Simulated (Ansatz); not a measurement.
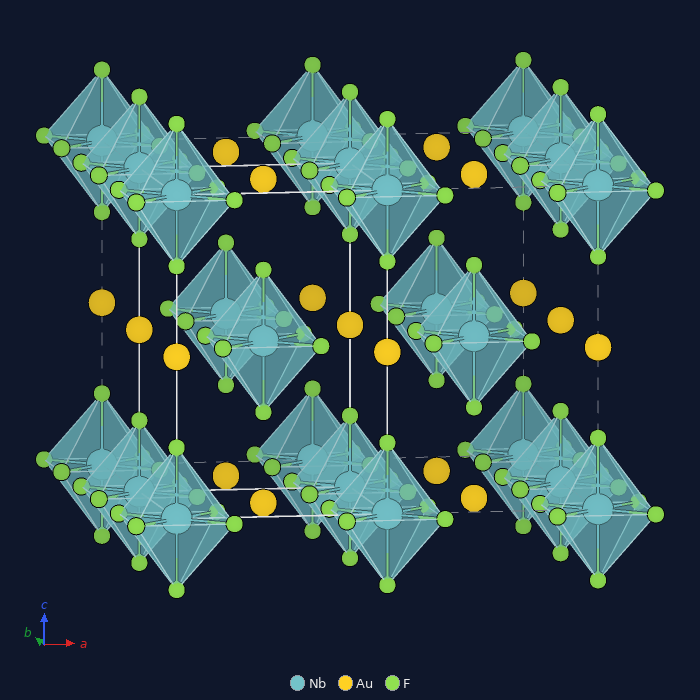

Polyhedra are drawn about Nb (bonds: F–Nb below 2.1 Å); other atoms are plain spheres.

NbAuF₆ (space group I4/mmm, No. 139). Coordinates: coordinates from a relaxation (final pressure about 20 GPa) with DFT, PAW plane waves, r2scan in Ansatz 0.2.0; the starting structure was generated, so it need not be a known form of this composition.

**What figure surrounds each Nb atom, and how are these polyhedra linked?**

Nb: NbF6 octahedron. The octahedra are isolated from each other. Their corner atoms also have Au as close neighbours (those links are not drawn).
